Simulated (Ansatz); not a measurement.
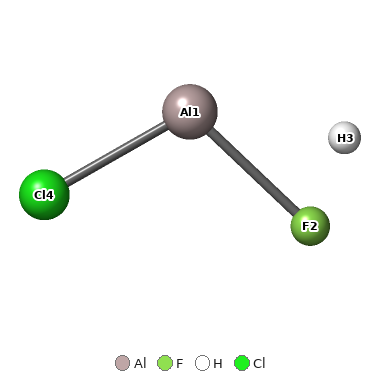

The system is the reacting system AlClFH (fragments AlClFH where the first distance is long, AlCl + FH where the second is long); the picture shows the reference structure. First axis: distance F2–H3 (bond that forms). Second axis: distance Al1–H3 (bond that breaks). Relaxed at each point: all other coordinates. Grid: 12 × 12 points. Points are written as (first, second). Energies are in eV, from the lowest grid point. Energies and slopes of some neighbouring points disagree (a jump in structure or state, or too coarse a mesh). The reference is spin-restricted, so regions where a bond is pulled apart into radicals lie too high. Theory: RKS PBE-D4/def2-TZVP (Ansatz).

Its coordinates:

```xyz
4

Al    0.0712    0.7445   -0.3425
F     0.4448   -1.2323    0.3168
H     1.3766   -0.7684   -0.2959
Cl   -1.8926    1.2562    0.3217
```

Range: distance F2–H3 (bond that forms) from 0.819 to 2.019 Å; distance Al1–H3 (bond that breaks) from 1.368 to 2.868 Å.

Question: What will the energy surface look like?

Answer: The lowest grid point is at (2.019 Å, 1.546 Å). It lies at the edge of the scanned range, so the true minimum may lie outside. Other grid points that lie below all their neighbours: (0.961 Å, 2.375 Å) (1.32 eV higher). The highest grid point, (0.819 Å, 1.368 Å), lies 4.50 eV above the lowest.

| second ↓, first → | 0.819 | 0.879 | 0.961 | 1.056 | 1.158 | 1.267 | 1.382 | 1.501 | 1.625 | 1.753 | 1.884 | 2.019 |
| --- | --- | --- | --- | --- | --- | --- | --- | --- | --- | --- | --- | --- |
| 2.868 | 1.86 | 1.46 | 1.37 | 1.63 | 2.09 | 2.65 | 3.09 | 3.32 | 3.42 | 3.42 | 3.36 | 3.26 |
| 2.700 | 1.86 | 1.45 | 1.34 | 1.59 | 2.07 | 2.59 | 3.00 | 3.21 | 3.27 | 3.23 | 3.12 | 2.98 |
| 2.535 | 1.86 | 1.45 | 1.33 | 1.55 | 2.03 | 2.52 | 2.87 | 3.03 | 3.04 | 2.95 | 2.80 | 2.62 |
| 2.375 | 1.89 | 1.46 | 1.32 | 1.52 | 1.99 | 2.42 | 2.71 | 2.81 | 2.76 | 2.62 | 2.43 | 2.21 |
| 2.221 | 1.95 | 1.51 | 1.34 | 1.51 | 1.94 | 2.30 | 2.51 | 2.54 | 2.43 | 2.24 | 2.01 | 1.77 |
| 2.071 | 2.07 | 1.60 | 1.40 | 1.53 | 1.90 | 2.17 | 2.29 | 2.24 | 2.08 | 1.84 | 1.57 | 1.30 |
| 1.928 | 2.25 | 1.76 | 1.52 | 1.60 | 1.88 | 2.05 | 2.07 | 1.95 | 1.72 | 1.44 | 1.14 | 0.85 |
| 1.792 | 2.54 | 2.01 | 1.72 | 1.74 | 1.89 | 1.96 | 1.89 | 1.69 | 1.41 | 1.08 | 0.76 | 0.46 |
| 1.664 | 2.94 | 2.37 | 2.03 | 1.99 | 1.98 | 1.94 | 1.77 | 1.50 | 1.17 | 0.82 | 0.47 | 0.15 |
| 1.546 | 3.49 | 2.88 | 2.48 | 2.37 | 2.17 | 2.03 | 1.78 | 1.45 | 1.07 | 0.68 | 0.33 | 0.00 |
| 1.443 | 3.94 | 3.32 | 3.05 | 2.88 | 2.49 | 2.26 | 1.94 | 1.55 | 1.14 | 0.73 | 0.36 | 0.03 |
| 1.368 | 4.50 | 3.86 | 3.63 | 3.10 | 2.86 | 2.57 | 2.19 | 1.77 | 1.32 | 0.90 | 0.53 | 0.20 |

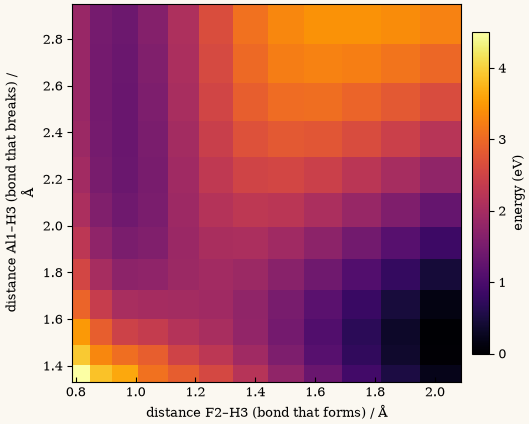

Drawn: one coloured cell a grid point.

Each point was launched as `ansatz run input.yaml --threads 1 --pin off --max-ram 2560MiB --backend cpu --events-out ev --progress --plain --runs-dir out`. Time for the 144 points that were run: 12 min on 1 thread of Arm Neoverse V2, with other jobs on the host.
